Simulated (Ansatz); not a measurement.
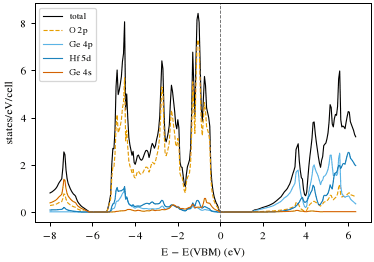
Figure: Total and projected density of states of HfGeO$_{3}$ in space group P4mm (No. 99; Hf on 1b, Ge on 1a, O on 2c, O on 1b), PBEsol in the plane-wave PAW code Ansatz

Task: Which orbitals carry the states next to the gap?

Result: Top 1 eV of the valence band: O 2p 83 %, Ge 4s 8 %. Bottom 1 eV of the conduction band: Ge 4p 74 %, O 2p 12 %, O 2s 8 %. Projections are on Löwdin-orthogonalised atomic valence shells; empty p or d shells of many metals are not among them.

Task: Where is the tallest occupied peak in this window, and what makes it?

Result: Near -1.0 eV, about 8.4 states/eV per cell; the largest projected share is O 2p.

The start of the workflow was typed in or built on a structure type; neither database checked (COD, Materials Project) lists it. Its standing as an ambient phase is unchecked. Symmetry was held in the PBEsol relaxation; whether a distortion lowers the energy is not shown. The run is not spin-polarised. Spin–orbit coupling is left out wherever it is not named.

Potentials: the later of the program's two PAW sets.
